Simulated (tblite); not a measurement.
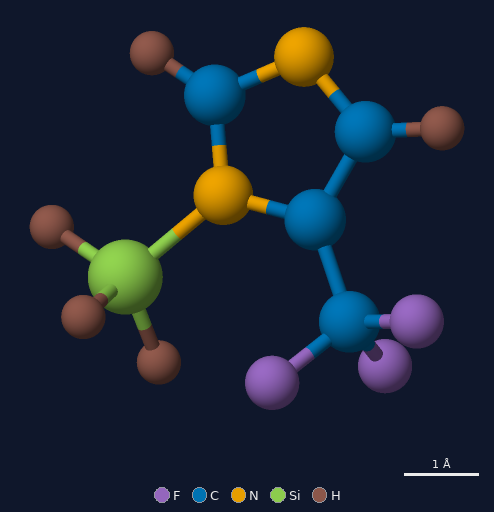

Starting structure of C4H5F3N2Si. The picture is a ball-and-stick view, seen at a tilt.

Theory: GFN2-xTB geometry optimisation, gas phase (tblite 0.8.0).

```xyz
15

F    -0.3797   -2.2046   -0.3646
C    -1.2182   -1.3172    0.3323
F    -1.1052   -1.6879    1.6658
F    -2.4710   -1.5155   -0.1724
C    -0.8205    0.0914    0.1054
C    -1.6152    1.2240    0.0493
N    -0.8189    2.2874   -0.2015
C     0.4755    1.8578   -0.3091
N     0.4466    0.5067   -0.1273
Si    1.9036   -0.5006   -0.1856
H    -2.6969    1.1982    0.1998
H     1.3196    2.4836   -0.5125
H     1.9403   -1.2658   -1.4320
H     3.1024    0.3382    0.0215
H     1.9332   -1.4876    0.9091
```

### Predict the outcome.

Over 70 geometry steps the energy falls by 13.0 kcal/mol. F4 moves most after the best rigid fit: 0.37 Å. By element the largest moves are F 0.37 Å, H 0.20 Å, Si 0.09 Å, C 0.09 Å, N 0.07 Å. Near-neighbour distances that change, for instance: N7–C8 1.368 → 1.299 Å, F1–C2 1.406 → 1.351 Å, C2–F3 1.389 → 1.351 Å, C2–F4 1.365 → 1.336 Å. Bond angles that change, for instance: H14–Si10–H15 105.1° → 112.9°, N9–Si10–H14 109.9° → 102.0°, H13–Si10–H15 106.4° → 114.2°.

Final geometry:

```xyz
15

F    -0.6072   -2.1709   -0.5960
C    -1.1880   -1.3272    0.2851
F    -0.8218   -1.7826    1.5032
F    -2.5065   -1.5204    0.1908
C    -0.8119    0.0826    0.0585
C    -1.5880    1.2064   -0.0317
N    -0.7888    2.2833   -0.2316
C     0.4253    1.8217   -0.2587
N     0.4979    0.4761   -0.0858
Si    1.9407   -0.5474   -0.1181
H    -2.6531    1.2975    0.0324
H     1.2997    2.4230   -0.4003
H     1.9110   -1.2679   -1.3860
H     3.0139    0.4382   -0.0416
H     1.8725   -1.4042    1.0579
```

The end point in the same view:

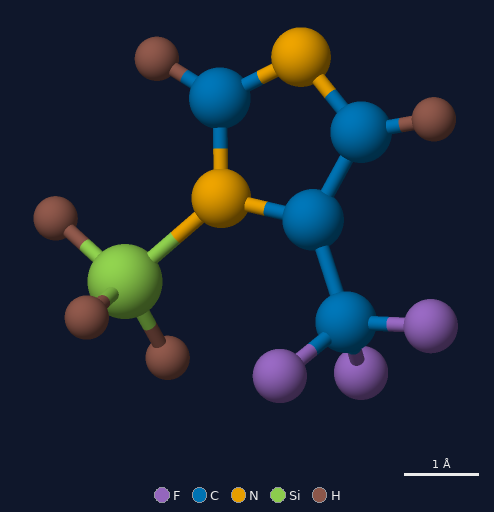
